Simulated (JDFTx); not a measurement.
MoSi2(001) slab cut from bulk MoSi2 (space group I4/mmm, indices of the conventional cell, lattice of the Materials Project entry mp-2592, not re-optimised): 6 atoms in 6 planes, a 1x1 cell of 10.27 Å² (|a| = 3.204, |b| = 3.204 Å), 6.4 Å between the outermost planes, Si outermost, slab composition Mo2Si4, cell height 22.5 Å, 6×6×1 k mesh, Fermi smearing 0.01 Ha, no spin polarisation. Whether this polymorph is the ambient one wasn't checked.

Computed with a modified build of JDFTx: PBE, GBRV ultrasoft potentials, plane waves to 20/100 Ha. Liquid on both sides: CANDLE, water, 1 M NaCl; nuclei fixed, outer atoms relaxed in vacuum. Potentials refer to SHE, placed 4.44 V below the bulk liquid's zero by convention. The surface is an ideal bare cut with both faces alike: no reconstruction, overlayer or explicit solvent molecules. At negative charge CANDLE's numbers also depend on the cell height, by up to tenths of a volt. Convergence in thickness and k mesh wasn't tested for this slab.

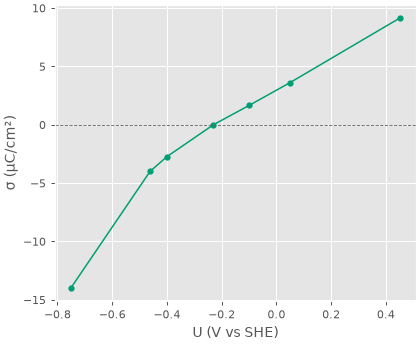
Figure: Surface charge density of MoSi2(001) against potential

**Question.** Read off the potential of zero charge and the mean capacitance σ/(U − U_pzc) at the computed point just above it.

**Answer.** U_pzc ≈ -0.23 V. At -0.10 V it is about 13 μF/cm².
